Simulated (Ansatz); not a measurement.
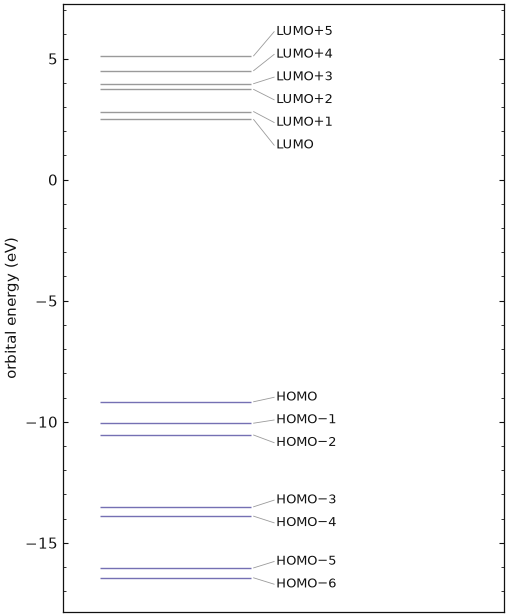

CH₄OSeSi, SMILES O[C@H]1[SiH2][Se]1. Hartree-Fock orbital energies near the frontier, HF/def2-TZVPP with the Ansatz code 0.2.0, at a PBE0-D4/def2-TZVP geometry (a minimum by its frequencies), isolated molecule; empty levels in grey, levels within 0.03 eV side by side.

### Where do the frontier orbitals lie?

HOMO at −9.17 eV, LUMO at 2.49 eV, 11.66 eV apart.

### How far below the HOMO does the next level lie?

0.89 eV.

### List the levels.

```
orbital  energy (eV)
 LUMO+5         5.11
 LUMO+4         4.50
 LUMO+3         3.97
 LUMO+2         3.73
 LUMO+1         2.81
   LUMO         2.49
   HOMO        −9.17
 HOMO−1       −10.06
 HOMO−2       −10.55
 HOMO−3       −13.51
 HOMO−4       −13.90
 HOMO−5       −16.04
 HOMO−6       −16.45
```

Caveats: no scalar relativity up to krypton; spin-orbit coupling is left out, and with Se it can shift these levels and split any degenerate set; empty levels above zero depend strongly on the basis.
